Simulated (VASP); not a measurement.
Band structure of C (diamond). All values below come from B3LYP hybrid, VASP's PBE PAW potentials (set 64) (plane waves; VASP).

The path is coarsely sampled, so an indirect gap can come out somewhat too large.

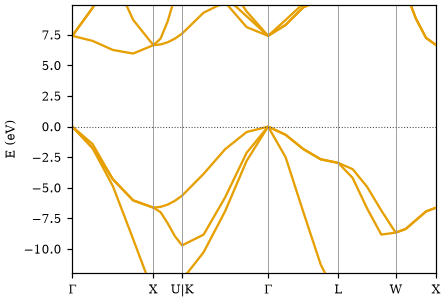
Figure: Bands along high-symmetry lines, zero at the valence-band maximum or, without a gap, the Fermi level

**Question.** Read the plot: is there a gap, and where are the band edges?

**Answer.** The gap is indirect, 5.97 eV, from the valence maximum at Γ to the conduction minimum at Γ-X at 0.75.

The compound is C in the diamond structure. It was relaxed first. The cell's shape comes from a PBE relaxation.
